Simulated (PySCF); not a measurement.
C₆H₁₃Cl, SMILES CC(C)(C)CCCl at its GFN2-xTB optimised geometry (Å):

```
20

C     -0.2405    -0.8256     1.2602
C      0.2551    -0.1127     0.0000
C      1.7875    -0.1127     0.0000
C     -0.2400     1.3354     0.0000
C     -0.2078    -0.8533    -1.2706
C     -1.7147    -0.9632    -1.4319
Cl    -2.0989    -1.8313    -2.9481
H     -1.3212    -0.7551     1.3531
H      0.2020    -0.3708     2.1438
H      0.0388    -1.8764     1.2420
H      2.1678     0.4071     0.8763
H      2.1717     0.3868    -0.8864
H      2.1717    -1.1301     0.0135
H     -1.3218     1.3822     0.0937
H      0.0514     1.8409    -0.9178
H      0.1925     1.8764     0.8386
H      0.1969    -0.3361    -2.1434
H      0.2134    -1.8611    -1.2606
H     -2.1905     0.0126    -1.5118
H     -2.1717    -1.5385    -0.6287
```

Method: CAM-B3LYP/def2-SVP (PySCF). Cells within 0.4 Å of a nucleus heavier than hydrogen are left out (blank, or x).

Map of the HOMO amplitude (bohr^(-3/2)) on the plane z = 0.0 Å; orbital energy -9.30 eV, overall sign arbitrary:

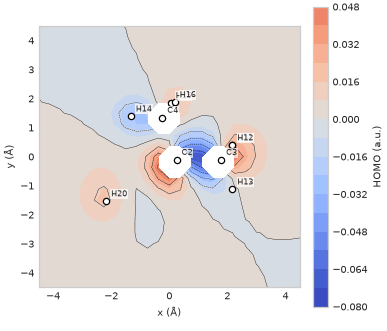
Fig. 1. HOMO amplitude (bohr^(-3/2)) on the plane z = 0.0 Å.
